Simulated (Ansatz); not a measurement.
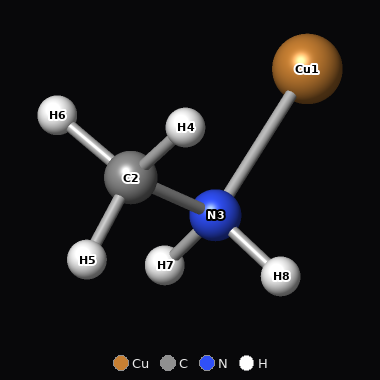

The system is CH₅CuN, charge +1; the picture shows the reference structure. The turn is about an axis along (0.96, 0.20, 0.18) in the frame of the relaxed pair, normal to the line between the partners. First axis: distance N3···Cu1. Second axis: turn of Cu1 about N3. The scan uses a 15 × 15 grid. At 39 points there is no value (left out of the scan, as a rule where atoms come close). Points are written as (first, second). Energies are in kcal/mol, from the lowest grid point. Energies and slopes of some neighbouring points disagree (a jump in structure or state, or too coarse a mesh). Computed with RHF/def2-TZVPD (Ansatz).

Its coordinates:

```xyz
8

Cu    0.4549   -0.0363   -2.3288
C    -0.2185    0.5176    0.5765
N     0.1854   -0.5711   -0.3463
H     0.5355    1.2912    0.5710
H    -0.3362    0.1497    1.5862
H    -1.1564    0.9393    0.2457
H    -0.4977   -1.3046   -0.2992
H     1.0330   -0.9860   -0.0052
```

Range: distance N3···Cu1 from 1.740 to 3.140 Å; turn of Cu1 about N3 from −120.0 to 120.0°.

**What landscape does the calculation give?**

The lowest grid point is at (2.071 Å, 0.0°). The highest grid point, (2.868 Å, 102.9°), lies 197 kcal/mol above the lowest.

```tsv
turn of Cu1 about N3 ↓, distance N3···Cu1 →	1.740	1.774	1.831	1.902	1.982	2.071	2.167	2.270	2.379	2.494	2.614	2.738	2.868	3.002	3.140
120.0	–	–	–	–	–	–	–	–	–	–	–	–	–	145	96
102.9	–	–	–	–	–	–	–	–	–	–	–	–	197	129	87
85.7	–	–	–	–	–	–	–	–	–	–	181	128	91	67	52
68.6	–	–	–	–	168	139	113	91	73	59	48	41	36	34	33
51.4	77	69	59	49	40	34	29	26	24	24	24	25	26	28	29
34.3	34	29	23	17	14	12	11	12	13	15	17	20	22	24	26
17.1	20	16	10	6	4	3	3	5	7	10	13	15	18	21	23
0.0	16	12	7	3	1	0	1	2	5	8	11	14	17	20	22
−17.1	19	15	10	6	4	3	3	5	7	10	12	15	18	21	23
−34.3	28	24	19	14	12	10	10	11	13	15	17	20	22	25	27
−51.4	43	38	32	27	23	21	20	20	21	23	24	26	28	30	31
−68.6	61	56	49	42	37	34	32	31	31	31	32	33	34	35	36
−85.7	83	76	67	58	51	46	42	40	39	39	39	39	40	40	41
−102.9	104	96	84	72	63	56	50	47	44	43	43	43	43	43	43
−120.0	116	107	93	80	69	60	53	49	46	45	44	44	44	44	44
```

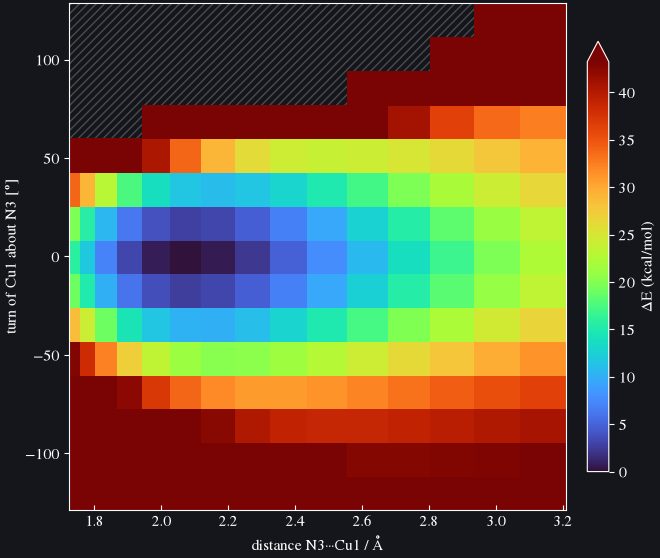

In the figure: one coloured cell a grid point, one colour for all values above the top of the scale, hatched blanks where no value was computed.

Each point was launched as `ansatz run input.yaml --threads 1 --pin off --max-ram 2560MiB --backend cpu --events-out ev --progress --plain --runs-dir out`. Time for the 186 points that were run: 28 min on 1 thread of Arm Neoverse N1, on a shared host.
